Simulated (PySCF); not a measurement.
C5H7N3Si (SMILES C#CCn1ncc([SiH3])n1)

Input file:

```
{"job": {"kind": "nmr", "xc": "PBE0", "basis": "pcSseg-1"}, "charge": 0, "multiplicity": 1}
C      3.671142     0.274541    -0.109440
C      2.713309    -0.268337    -0.576673
C      1.519766    -0.909960    -1.100461
N      0.398132    -0.688189    -0.227490
N      0.141493    -1.464432     0.798490
C     -0.926208    -0.923782     1.358197
C     -1.297801     0.214025     0.620373
Si    -2.710482     1.419153     0.851546
N     -0.422388     0.319531    -0.377361
H      4.522988     0.743098     0.284791
H      1.271483    -0.489695    -2.079675
H      1.685020    -1.988971    -1.178691
H     -1.379712    -1.347291     2.229949
H     -3.001393     1.470108     2.287674
H     -2.308186     2.728754     0.346003
H     -3.884761     0.920389     0.128842
```

Launched as:

```sh
OMP_NUM_THREADS=1 python probes_run.py task.json out
```

Geometry: GFN2-xTB.

All numbers below come from PBE0/pcSseg-1, SCF density, gas phase, non-relativistic in PySCF.

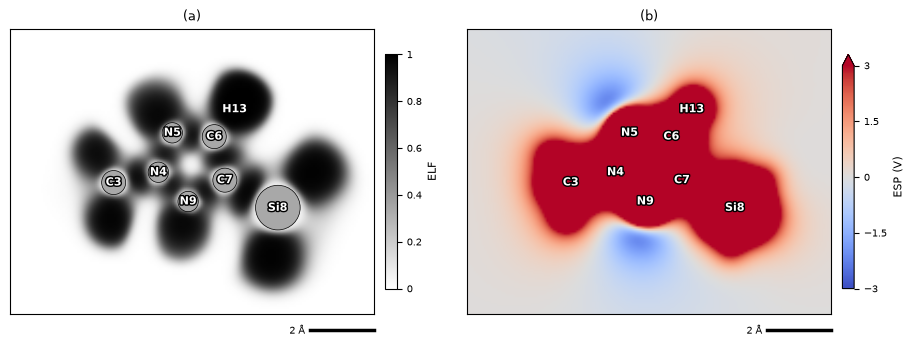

Figure 1. (a) electron localisation function; (b) electrostatic potential on the plane of atoms C6, C7 and N9. Grey discs cover the atomic cores in the ELF map.

What do the fields say about this system?

Answer.
- The section cuts through C, N, Si and H sites.
- N–N (1.31 Å): the ELF peaks at about 0.90 between the atoms: localised, covalent bonding.
- C–N (1.32 Å): the ELF peaks at about 0.90 between the atoms; a covalent bond.
- C–Si (1.87 Å): the ELF peaks at about 1 between the atoms (a shared electron pair).
- C–H (1.07 Å): the ELF climbs to about 1 towards the hydrogen, as it does in any bond to H: an ordinary covalent bond to hydrogen.
- C–N (1.44 Å): the ELF peaks at about 0.95 between the atoms, as expected for localised, covalent bonding.
- The ELF also peaks beside N9 and N5, away from the bonds: lone-pair regions.
- Outside the dense part of the molecule the potential is most negative (−2.1 V) near N5.

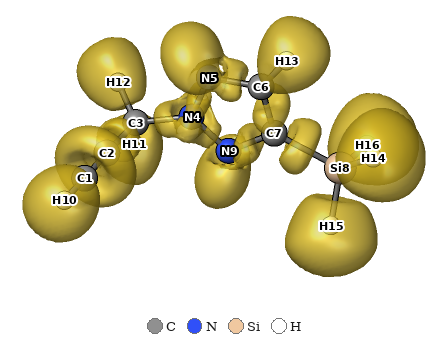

Figure 2. Isosurface of the ELF at 0.75 (yellow), seen across its widest extent. Only the valence region is drawn (cores and ρ < 0.01 e/Å³ removed).

Describe the localisation domains.

Answer. The ELF exceeds this value in three regions between bonded C–C atoms (shared pairs), one region between bonded C–Si atoms (shared pairs), seven regions around hydrogen nuclei and three regions on N in which the atom's valence shell and bonds are merged. Profiles from the grid: C–C (1.20 Å): the ELF peaks at about 0.85 between the atoms; a multiple bond.

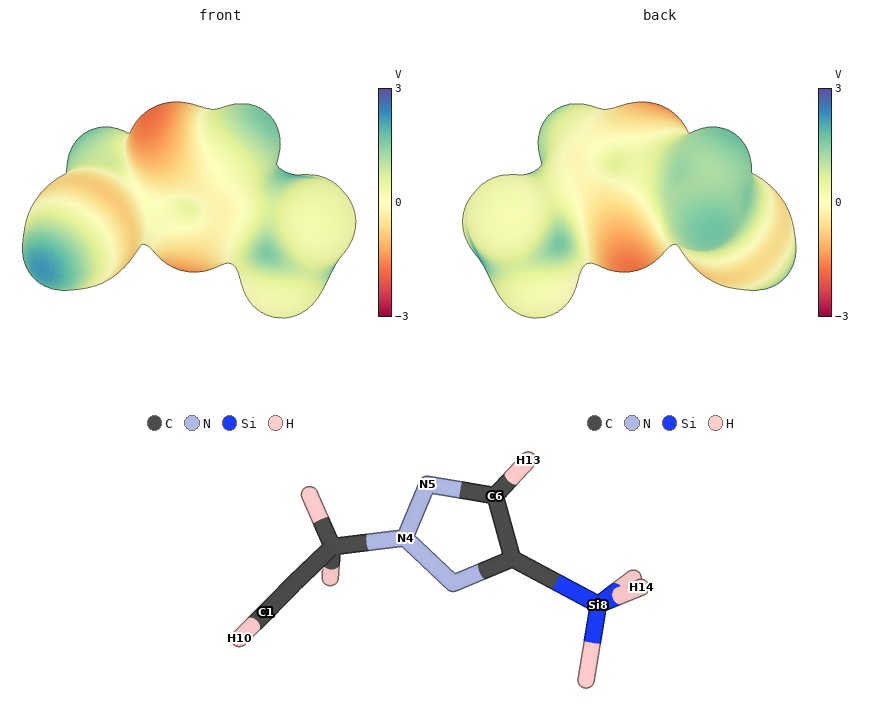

Figure 3. The electrostatic potential painted on the density surface at 0.004 e/bohr³, seen from the front and from behind; red is negative and blue positive. The bare structure is drawn below in the same view.

Where is the surface potential most negative and most positive?

Answer. The most negative region (about −1.7 V) lies over N5 and N9, the most positive (about +2.2 V) over H10.

What dipole moment does the calculation give?

Answer. Its dipole moment is 0.46 D.
